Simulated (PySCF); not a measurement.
Consider C6H12N (SMILES [CH2]C[C@](C)(N)C=C) (doublet).

Input

```
{"job": {"kind": "epr", "basis": "pcH-1"}, "charge": 0, "multiplicity": 2}
C     -0.522374     2.039184    -0.776260
C     -1.134331     0.732142    -0.557248
C     -0.187766    -0.296374     0.207325
C     -0.922808    -1.636823     0.312313
N      0.135568     0.149131     1.540341
C      1.060471    -0.487509    -0.609886
C      2.294002    -0.431110    -0.145247
H     -0.657747     2.840443    -0.074596
H      0.225132     2.161797    -1.536320
H     -2.045543     0.823009     0.039671
H     -1.380022     0.257163    -1.510567
H     -0.310264    -2.332495     0.880047
H     -1.108761    -2.052778    -0.674277
H     -1.874552    -1.511464     0.824739
H     -0.701015     0.230711     2.106097
H      0.600541     1.049233     1.512903
H      0.876845    -0.697293    -1.655283
H      2.496683    -0.241499     0.894381
H      3.146138    -0.586215    -0.785596
```

Launched as:

```sh
OMP_NUM_THREADS=1 python probes_run.py task.json out
```

Geometry: GFN2-xTB.

Method: PySCF 2.14.0, density-fitted response routines, UKS B3LYP, pcH-1 on C H N, non-relativistic, mean-field spin-orbit, GIAO.

Question: Predict the electron density, electron localisation function and spin density between the atoms.

Answer: C–C (1.32 Å): the density is about 2.4 e/Å³ at the midpoint; the ELF peaks at about 0.95 between the atoms; a short, multiple covalent bond.
C–N (1.44 Å): ρ at the midpoint is about 2 e/Å³; the ELF peaks at about 0.95 between the atoms (localised, covalent bonding).
N–H (1.01 Å): ρ is about 2.8 e/Å³ halfway; the ELF climbs to about 1 towards the hydrogen, as it does in any bond to H; an ordinary covalent bond to hydrogen.
C–C (1.50 Å): ρ at the midpoint is about 1.7 e/Å³; the ELF peaks at about 0.95 between the atoms (a shared electron pair).
The unpaired spin (1 electron) lies mostly on C1 (about 0.7), in electrons by Hirshfeld's partition.

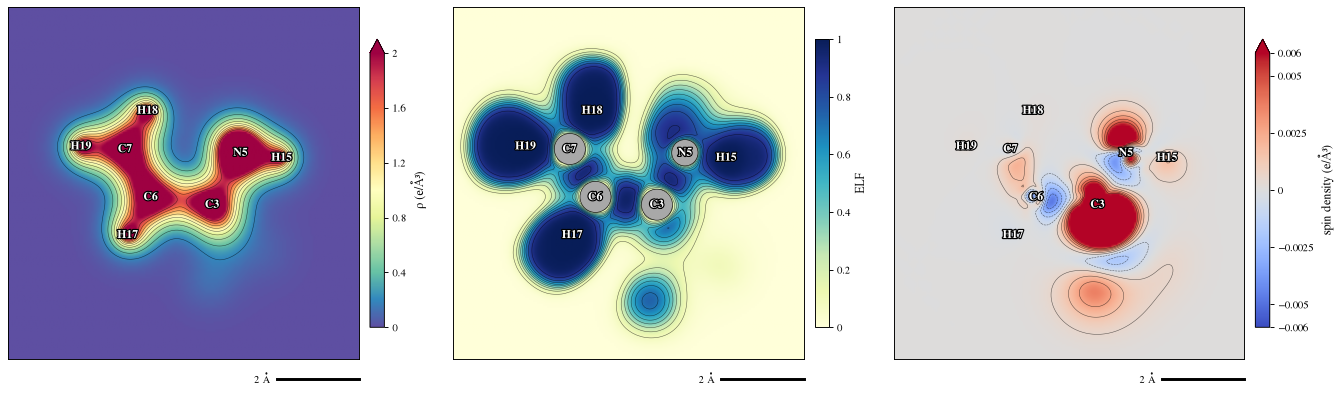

Computed electron density, electron localisation function and spin density on the plane of atoms C7, C6 and H17, in this order. Grey discs cover the atomic cores in the ELF map. 
